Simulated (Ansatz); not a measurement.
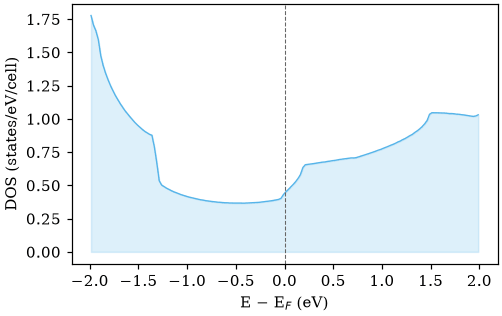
*Density of states of W (Im-3m) near the Fermi level, Ansatz (a first-principles code) with PBEsol, rigid bands.*

Task: With 1 atom a cell, what bare Sommerfeld coefficient γ = (π²/3) k_B² N(E_F) follows?

Result: N(E_F) ≈ 0.44 states/eV a cell at 300 K, so γ ≈ 1.04 mJ/(mol of atoms·K²), before many-body enhancement (phonons, spin fluctuations, correlation).

Task: How far does the Fermi level move in a rigid band for 0.1 electron a cell added or removed?

Result: 192 meV and -255 meV.

A metal at this level (no band gap); rigid bands, thermally averaged at 300 K, both spins. Spin-orbit coupling is left out, which matters with elements this heavy. Geometry: cell and atoms relaxed with PBEsol.
